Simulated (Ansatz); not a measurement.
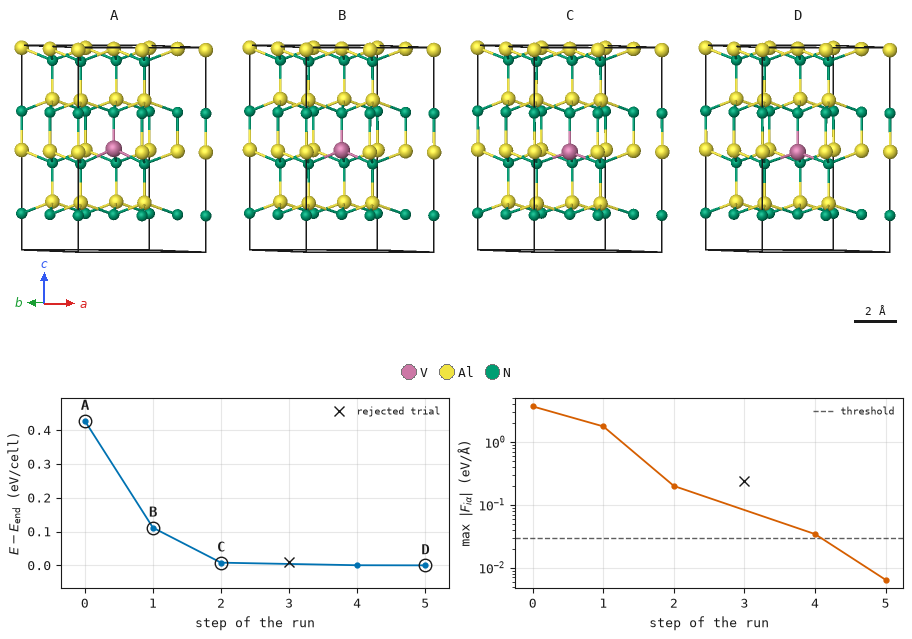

Frames of a relaxation of a defect cell of composition Al$_{15}$VN$_{16}$ (cell charge +1), marked on the history of the run. The picture is a ball-and-stick view of the cell of the calculation (origin shifted), seen from a free direction.

Theory: DFT, PBE, plane-wave PAW, default files, scalar-relativistic (Ansatz). (plane-wave cutoff 420 eV; k-point mesh 4 × 4 × 2; occupations fermi dirac; smearing width 0.01 eV; collinear spin; atoms relaxed in a fixed cell; force threshold 0.03 eV/Å; at most 40 steps)

What happens along the run?

Answer. The atom that moves furthest is the V atom (0.16 Å along −c). Largest moves by element: V 0.16 Å, Al 0.04 Å, N 0.03 Å. The cell stays as it was. Near-neighbour distances that change, for instance: N–V 1.773 → 1.904 Å, N–V 1.935 → 1.887 Å, Al–N 1.893 → 1.941 Å, Al–N 1.893 → 1.917 Å. Among the angles between lasting bonds that change: V–N–Al 111.8° → 106.9°, N–V–N 111.8° → 106.9°, N–V–N 107.1° → 111.9°. Over 4 accepted moves (5 points after the start) the energy falls by 0.427 eV per cell of the calculation. The largest force component goes from 3.7 to 0.0064 eV/Å. The line search rejected the trial step at point 3 of the run. Cost: 70 s on 4 threads of AMD EPYC 7B13 (Zen 3), with other jobs on the host, peak memory 1.4 GiB. From step 0 to 1: the V atom moves most (0.07 Å), energy −0.316 eV per cell of the calculation. From step 1 to 2: the V atom moves most (0.08 Å), energy −0.103 eV per cell of the calculation. From step 2 to 5: energy −7.9 meV per cell of the calculation.

```
step  E − E(0), meV/atom  largest force component, eV/Å      note
   0                0.00                         3.6957          
   1               -9.87                         1.7751          
   2              -13.11                         0.1998          
   3              -13.03                         0.2361  rejected
   4              -13.34                         0.0342          
   5              -13.35                         0.0064
```

Limits of the set-up: the periodic images lie only 6.2 Å apart, so the values are limited by the cell's size; the cell is charged, on a uniform background, and energies carry no finite-size correction.
